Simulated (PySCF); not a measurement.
C2H10BFSi3 (SMILES F[SiH2]B[SiH]1C[SiH2]C1)

Input

```
{"job": {"kind": "uv", "xc": "CAM-B3LYP", "basis": "def2-SVPD", "nstates": 8, "ntriplets": 3}, "charge": 0, "multiplicity": 1}
F      3.944924     0.994844     0.739669
Si     2.415646     0.843898     0.198846
B      1.688283    -0.925848     0.587062
Si    -0.188324    -1.329758     0.267764
C     -0.994242    -0.337594    -1.184741
Si    -1.945638     0.808758     0.014198
C     -1.329307    -0.297292     1.450091
H      1.778141     1.997280     0.843843
H      2.587357     1.167808    -1.224182
H      2.382850    -1.753377     1.044128
H     -0.656546    -2.734322     0.226455
H     -1.644187    -0.935480    -1.817345
H     -0.294251     0.164340    -1.848051
H     -3.400256     0.841290    -0.160255
H     -1.419039     2.175109     0.069878
H     -2.113063    -0.890697     1.912289
H     -0.819344     0.223073     2.256999
```

Launched as:

```sh
OMP_NUM_THREADS=1 python probes_run.py task.json out
```

Geometry: GFN2-xTB.

These are results of CAM-B3LYP/def2-SVPD, SCF density, gas phase (PySCF), not measurements.

### What will maps of the electron density and electron localisation function show?

Si–B (1.95 Å): ρ is about 0.87 e/Å³ halfway; the ELF peaks at about 1 between the atoms, as expected for a shared electron pair.
Si–H (1.47 Å): the density is about 0.79 e/Å³ at the midpoint; the ELF climbs to about 1 towards the hydrogen, as it does in any bond to H.

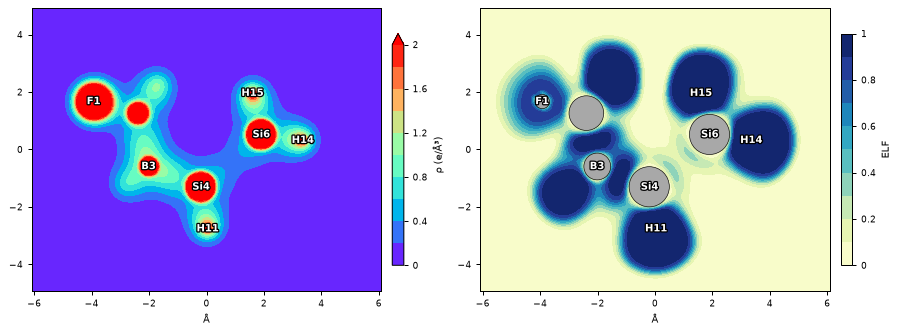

Computed electron density and electron localisation function on the plane of atoms H14, Si6 and H15, in this order. Grey discs cover the atomic cores in the ELF map. 
